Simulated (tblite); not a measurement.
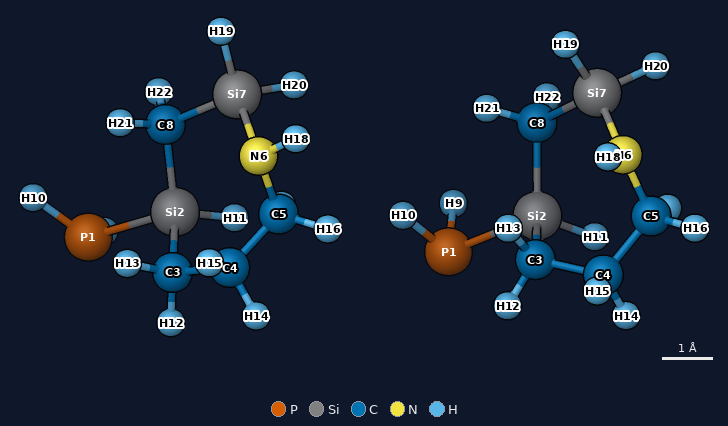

Two geometries of C4H14NPSi2, drawn at one scale. One is the start of a relaxation, the other its converged end. The picture is a ball-and-stick view, seen from a free direction.

Method: GFN2-xTB geometry optimisation, gas phase in tblite. 

**Which geometry has the lower energy?**

The right one is the relaxed one. The atom that moves furthest after the best rigid fit is an H atom (1.12 Å). By element the largest moves are H 1.12 Å, C 0.39 Å, P 0.31 Å, N 0.20 Å, Si 0.15 Å. Among the contacts that change: N–Si 1.804 → 1.713 Å, C–Si 1.845 → 1.910 Å, H–P 1.440 → 1.380 Å, C–Si 1.867 → 1.917 Å. Among the angles between lasting bonds that change: H–P–H 114.1° → 92.1°, C–N–Si 105.8° → 123.6°, Si–P–H 111.6° → 94.4°. Groups turn about C–C by about 45°, C–C by about 40°, C–Si by about 30°. After 171 geometry steps the energy has fallen by 143.3 kJ/mol.
